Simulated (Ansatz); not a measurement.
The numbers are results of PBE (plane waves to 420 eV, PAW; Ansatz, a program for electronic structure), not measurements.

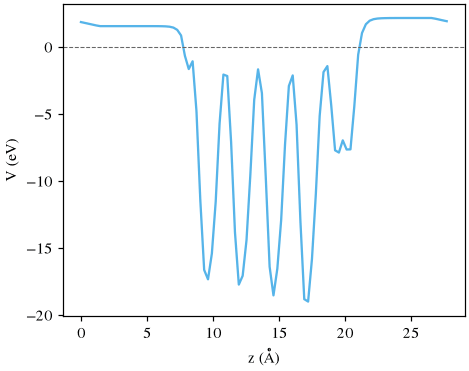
Figure. Plane-averaged electrostatic potential energy along the normal, in eV from the Fermi level, for the (0001) surface of 4H silicon carbide, Si-terminated, I on every top atom (bottom of the slab: 1 H on 1 bottom site)

Model: 10-atom slab, 11.9 Å thick at the start with caps and adatoms (thin: gaps and levels are the slab's own), 10x10x1 mesh, Fermi-Dirac 0.025 eV, dipole correction, 2 atoms held, the rest relaxed; symmetry of the start imposed; no spin (no spin-polarised run to compare, though such a face may carry moments), no spin-orbit, no U. The slab shows no gap on its mesh. It is one candidate, not shown to be the stable structure of the face.

The vacuum level lies 2.14 eV above the Fermi level over the top face and 1.53 eV above it under the bottom face.
